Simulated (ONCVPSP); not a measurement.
**Pseudopotential generation, with input and output: Pb**

Lead (Pb, Z = 82), core [Xe] 4f14 5d10, reference valence 6s1.75 6p2.25, valence charge 4. Level asked for: ONCV potential, revPBE, fully relativistic, made with ONCVPSP 4.0.1.

The input:
```
# ATOM AND REFERENCE CONFIGURATION
# atsym  z   nc   nv     iexc    psfile
  Pb 82.00   13    2  -102130      upf
#
#   n    l    f
    1    0    2.00
    2    0    2.00
    2    1    6.00
    3    0    2.00
    3    1    6.00
    3    2   10.00
    4    0    2.00
    4    1    6.00
    4    2   10.00
    4    3   14.00
    5    0    2.00
    5    1    6.00
    5    2   10.00
    6    0    1.75
    6    1    2.25
#
# PSEUDOPOTENTIAL AND OPTIMIZATION
# lmax
    2
#
#   l,   rc,      ep,       ncon, nbas, qcut
    0    1.50    0.00    4    7    4.00
    1    2.55    0.00    3    7    2.80
    2    2.80    0.05    3    7    3.90
#
# LOCAL POTENTIAL
# lloc, lpopt,  rc(5),   dvloc0
    4    5    1.30    0.00
#
# VANDERBILT-KLEINMAN-BYLANDER PROJECTORs
# l, nproj, debl
    0    2    1.10
    1    2    3.10
    2    2    2.80
#
# MODEL CORE CHARGE
# icmod, fcfact, rcfact
    0    0.00    0.00
#
# LOG DERIVATIVE ANALYSIS
# epsh1, epsh2, depsh
   -2.00    5.00    0.02
#
# OUTPUT GRID
# rlmax, drl
    6.00    0.01
#
# TEST CONFIGURATIONS
# ncnf
    4
# nvcnf
#   n    l    f
    2
    6    0    2.00
    6    1    2.00
#
    2
    6    0    2.00
    6    1    1.00
#
    2
    6    0    2.00
    6    1    0.00
#
    2
    6    0    2.00
    6    1    1.50
#
```

Launched with:
```bash
oncvpspr.x < Pb.dat > Pb.out
```

Output (extracts):
```
ONCVPSP  (Optimized Norm-Conservinng Vanderbilt PSeudopotential)
relativistic version 4.0.1

#   n    l    f        energy (Ha)
    1    0    2.00    -3.2333491D+03
    2    0    2.00    -5.7781194D+02
    2    1    6.00    -4.7430231D+02    -5.5477763D+02
    3    0    2.00    -1.3869606D+02
    3    1    6.00    -1.1036934D+02    -1.2832577D+02
    3    2   10.00    -8.9553835D+01    -9.3373900D+01
    4    0    2.00    -3.1411767D+01
    4    1    6.00    -2.2532020D+01    -2.6926698D+01
    4    2   10.00    -1.4420450D+01    -1.5240488D+01
    4    3   14.00    -4.7982338D+00    -4.9830983D+00
    5    0    2.00    -5.2948719D+00
    5    1    6.00    -2.9471218D+00    -3.7671311D+00
    5    2   10.00    -7.5190378D-01    -8.4696580D-01
    6    0    1.75    -4.4841186D-01
    6    1    2.25    -1.1846422D-01    -1.7361449D-01

Reference configufation results
  iterations    23
  all-electron total energy (Ha)   -2.09288998D+04

Begin loop to  construct optimized pseudo wave functions
and semi-local pseudopoentials for all angular momenta

   Wellstate for l =  0  n =  7 kap= -1
     eigenvalue =   0.6516
     asymptotic potential =   1.1516
     half-point radius =  3.9909

Calculating optimized projector #   1

 for l=   0

    Fraction of norm inside rc  0.128841
    Optimizing pswf for qcut=   4.00 a_B^-1,  ecut=   7.99 Ha

optimize: ERROR ps0norm > uunorm, code will stop
```

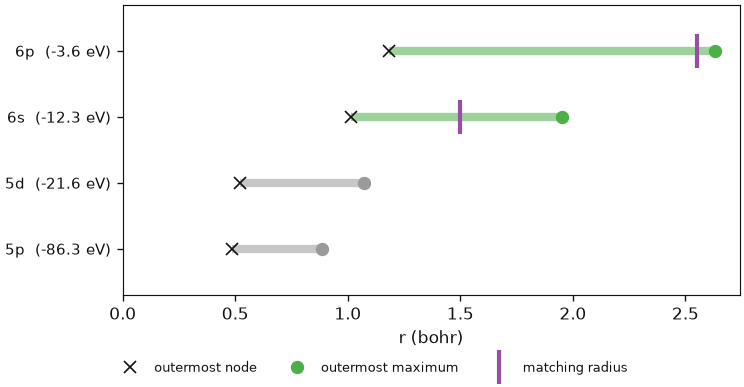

Outer shells of the all-electron reference atom: each bar runs from the outermost node (or the nucleus) to the outermost maximum of u(r); the tick is the radius chosen for the pseudo-wave. Shells without a tick have no pseudo-wave of their own. Levels, nodes and maxima are from ld1.x, scalar-relativistic.

- Radii against the shells: 6s: 1.50 bohr, between node and maximum; 6p: 2.55 bohr, between node and maximum.

What the run reported:

| quantity | value |
| --- | --- |
| outcome | ended with an error |
| hardware | 1 CPU thread, shared host |

What went wrong:

The generator stopped with the message “optimize: ERROR ps0norm > uunorm, code will stop”. In words: the continuity conditions at rc already need more norm inside rc than the all-electron wave has, so norm conservation cannot be met. It was at work on the s channel when it stopped.
